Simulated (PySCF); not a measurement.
Scan of H2Be, singlet: collinear H-Be-H surface. Scanned: H-Be distance and Be-H distance.

Level of theory: r2SCAN/cc-pVTZ (PySCF).

Energy in eV above the lowest grid point; x is the H-Be distance (Å), y the Be-H distance (Å).

| y \ x | 1.13 | 1.20 | 1.26 | 1.33 | 1.40 | 1.46 | 1.54 | 1.64 | 1.73 | 1.86 | 2 |
|---|---|---|---|---|---|---|---|---|---|---|---|
| 2 | 1.948 | 1.687 | 1.569 | 1.525 | 1.557 | 1.631 | 1.777 | 2.013 | 2.258 | 2.638 | 3.058 |
| 1.86 | 1.526 | 1.265 | 1.147 | 1.103 | 1.135 | 1.208 | 1.354 | 1.591 | 1.836 | 2.217 | 2.638 |
| 1.73 | 1.147 | 0.886 | 0.767 | 0.723 | 0.754 | 0.827 | 0.973 | 1.209 | 1.454 | 1.836 | 2.258 |
| 1.64 | 0.905 | 0.643 | 0.525 | 0.479 | 0.511 | 0.583 | 0.728 | 0.964 | 1.209 | 1.591 | 2.013 |
| 1.54 | 0.671 | 0.410 | 0.291 | 0.246 | 0.276 | 0.349 | 0.493 | 0.728 | 0.973 | 1.354 | 1.777 |
| 1.46 | 0.528 | 0.267 | 0.147 | 0.102 | 0.132 | 0.204 | 0.349 | 0.583 | 0.827 | 1.208 | 1.631 |
| 1.40 | 0.456 | 0.195 | 0.076 | 0.030 | 0.061 | 0.132 | 0.276 | 0.511 | 0.754 | 1.135 | 1.557 |
| 1.33 | 0.425 | 0.164 | 0.046 | 0.000 | 0.030 | 0.102 | 0.246 | 0.479 | 0.723 | 1.103 | 1.525 |
| 1.26 | 0.469 | 0.209 | 0.091 | 0.046 | 0.076 | 0.147 | 0.291 | 0.525 | 0.767 | 1.147 | 1.569 |
| 1.20 | 0.586 | 0.327 | 0.209 | 0.164 | 0.195 | 0.267 | 0.410 | 0.643 | 0.886 | 1.265 | 1.687 |
| 1.13 | 0.843 | 0.586 | 0.469 | 0.425 | 0.456 | 0.528 | 0.671 | 0.905 | 1.147 | 1.526 | 1.948 |

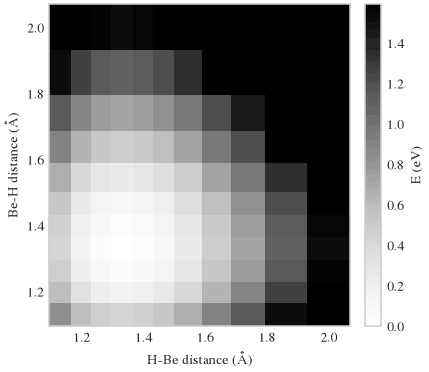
*Energy surface, cut off at 2 eV.*

Points that lie below all their neighbours on the grid: x = 1.33, y = 1.33 (0.000 eV).
